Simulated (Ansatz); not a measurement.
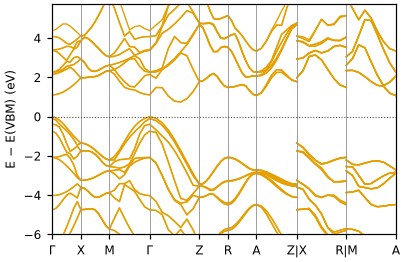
*Band structure from DFT-PBE with spin–orbit coupling in the program Ansatz with PAW potentials*

Question: Read off the gap and where the band edges lie.

Answer: About 0.7 eV (0.74 eV by a search for the band edges); maximum at Γ, minimum on the Γ–Z line, 58 % of the way from Γ.

The material is BAs in space group P4_2/mnm (No. 136; B on 4g, As on 4f).

The start of the workflow was typed in or built on a structure type; neither database checked (COD, Materials Project) lists it. It is not the phase usual at ambient conditions (space group No. 216). The PBE relaxation kept the symmetry of its start; its stability against distortions is not shown here.

Potentials: the earlier of the program's two PAW sets.
